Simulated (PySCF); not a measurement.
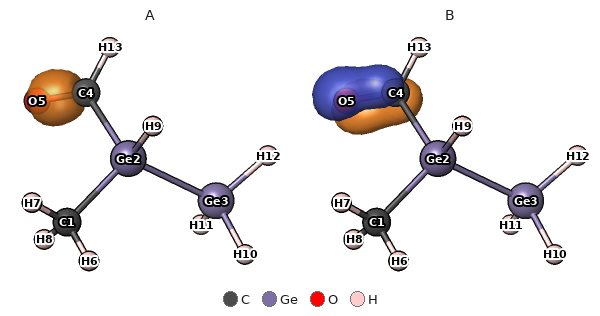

Figure 1: C2H8Ge2O, SMILES `[CH3][GeH]([GeH3])[CH]=O`. Intrinsic bond orbitals (IBO), occupied; each surface holds about 70 % of the orbital's density. Energies are diagonal elements of the Fock matrix.

PySCF calculation, PBE0/def2-SVP, gas phase; geometry: GFN2-xTB. No frequency check shows the geometry to be a minimum. GFN2-xTB bond lengths at metals and heavier atoms can be off by up to 0.1 Å and shapes distorted, which carries into these values.

Name the orbitals, with their atomic make-up and energies.

Answer. By panel:
- A: σ bond O5–C4 (O5 61 %, C4 39 %; −26.3 eV)
- B: π bond O5–C4 (O5 63 %, C4 36 %; −11.3 eV)
